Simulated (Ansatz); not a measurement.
**BH2F− (SMILES [BH2-]F): UMP2/STO-3G**

Aim: the energy change on altering one bond length of BH2F− at UMP2/STO-3G, from 2 runs. 

The results are computed with Ansatz 0.2.0.

1 further run of the same task is left out (it didn't finish).

## 1. The system as given

BH2F−: 4 atoms, total charge -1, spin state doublet. SMILES: `[BH2-]F`. Geometry: relaxed at GFN2-xTB.

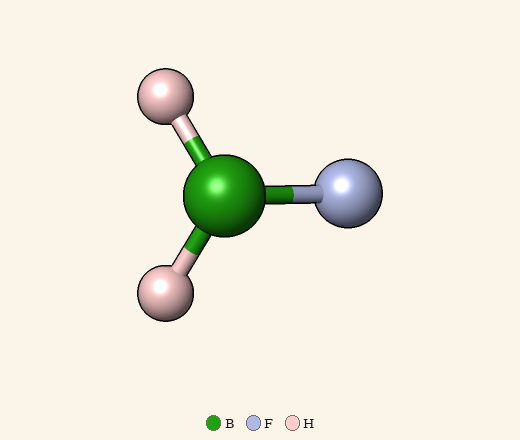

Viewed from a chosen angle; boron green, fluorine light blue, hydrogen pink.

## 2. A single-point energy at UMP2/STO-3G

File job.yaml:

```yaml
crystal:
  periodic: [false, false, false]
  atoms:
    - symbol: B
      position_ang: [-0.086340, 0.304430, 0.102380]
    - symbol: F
      position_ang: [1.031910, -0.468820, 0.732960]
    - symbol: H
      position_ang: [-1.140340, -0.333670, 0.256190]
    - symbol: H
      position_ang: [0.194760, 0.498060, -1.091520]
basis:
  gaussian: {orbitals: STO-3G}
total_charge: -1
magnetization: {spin_polarized: true, initial_magnetization: 1}
correlation: {method: mp2, frozen_orbitals: {B: 1, F: 1, H: 0}}
accuracy: high
```

Launch:

```bash
ansatz run job.yaml --threads 1 --pin off --max-ram 2610MiB --events-out events.jsonl --progress --plain --runs-dir runs
```

The log of the run:

```text
Warning: RAYON_NUM_THREADS=1 ignored (pool sized by the plan → 1); use --threads N
Functional definition: HF
  name "HF"
  exchange = exact_x
  correlation = 0
188 factors; integrals over basis functions are off by at most 3.7e-8 eV
mean field evaluation 1: about -3355.6092 eV, gradient 9.3e0 eV
mean field evaluation 2: about -3355.6721 eV, gradient 9.2e0 eV
mean field evaluation 4: about -3356.9261 eV, gradient 1.2e0 eV
mean field evaluation 8: about -3356.9619 eV, gradient 6.1e-5 eV
mean field -3356.96008923 eV, -123.3660078499 hartree, gradient 1.2e-8 eV, S^2 0.754725; 0 other end points of the search recorded, 0 dependent functions left out
2 core orbitals not correlated: weight in the atoms' cores, before any rotation towards them, 1.000 or more for the frozen orbitals, at most 0.000 for the correlated occupied ones
reference -3356.96008923 eV, -123.3660078499 hartree; 7, 6 occupied and 3, 4 virtual orbitals, 188 factors
second order -1.19534659 eV of doubles, -0.00000000 eV of singles
Total energy: -3358.15543582 eV, -123.4099360267 hartree
```

Run time: 0.1 s. Hardware: 1 thread of AMD EPYC 7R43 (Zen 3), shared host.

## 3. The distorted shape, same level

File job.yaml:

```yaml
basis:
  gaussian: {orbitals: STO-3G}
crystal:
  periodic: [false, false, false]
  atoms:
    - {symbol: B, position_ang: [-0.156622, 0.256018, 0.400884]}
    - {symbol: F, position_ang: [0.961628, -0.517232, 1.031464]}
    - {symbol: H, position_ang: [-1.210622, -0.382082, 0.554694]}
    - {symbol: H, position_ang: [0.194760, 0.498060, -1.091520]}
accuracy: high
magnetization: {spin_polarized: true, initial_magnetization: 1}
total_charge: -1
correlation: {method: mp2, frozen_orbitals: {B: 1, F: 1, H: 0}}
```

Launch:

```bash
ansatz run job.yaml --threads 1 --pin off --max-ram 2610MiB --events-out events.jsonl --progress --plain --runs-dir runs
```

The log of the run:

```text
Warning: RAYON_NUM_THREADS=1 ignored (pool sized by the plan → 1); use --threads N
[... 4 set-up lines as earlier in the session ...]
187 factors; integrals over basis functions are off by at most 4.0e-8 eV
mean field evaluation 1: about -3353.8408 eV, gradient 1.1e1 eV
mean field evaluation 2: about -3353.9069 eV, gradient 1.0e1 eV
mean field evaluation 4: about -3355.7462 eV, gradient 1.6e0 eV
mean field evaluation 8: about -3355.8194 eV, gradient 6.8e-2 eV
mean field evaluation 16: about -3355.8154 eV, gradient 1.1e-8 eV
mean field -3355.81539399 eV, -123.3239410758 hartree, gradient 1.1e-8 eV, S^2 0.755582; 0 other end points of the search recorded, 0 dependent functions left out
2 core orbitals not correlated: weight in the atoms' cores, before any rotation towards them, 1.000 or more for the frozen orbitals, at most 0.000 for the correlated occupied ones
reference -3355.81539399 eV, -123.3239410758 hartree; 7, 6 occupied and 3, 4 virtual orbitals, 187 factors
second order -1.36885692 eV of doubles, -0.00000000 eV of singles
Total energy: -3357.18425091 eV, -123.3742456399 hartree
```

Wall time 0.1 s (1 thread of AMD EPYC 7R43 (Zen 3), shared host).

## 4. Summary of results

At UMP2/STO-3G, 2 core orbitals frozen:

| quantity | value |
| --- | --- |
| first shape: total energy | -123.40994 Eh |
| first shape: correlation energy (2 core orbitals frozen) | -43.9 mEh |
| first shape: ⟨S²⟩ of the reference determinant | 0.755 |
| distorted shape: total energy | -123.37425 Eh |
| distorted shape: correlation energy (2 core orbitals frozen) | -50.3 mEh |
| distorted shape: ⟨S²⟩ of the reference determinant | 0.756 |
| energy change with the B1–H4 bond stretched from 1.242 to 1.552 Å | 0.971 eV |

In words: With the B1–H4 bond stretched from 1.242 to 1.552 Å the energy rises by 0.97 eV (22.4 kcal/mol). The first shape isn't relaxed at this level, so the change isn't measured from a minimum. The minimal basis adds a large error of its own.
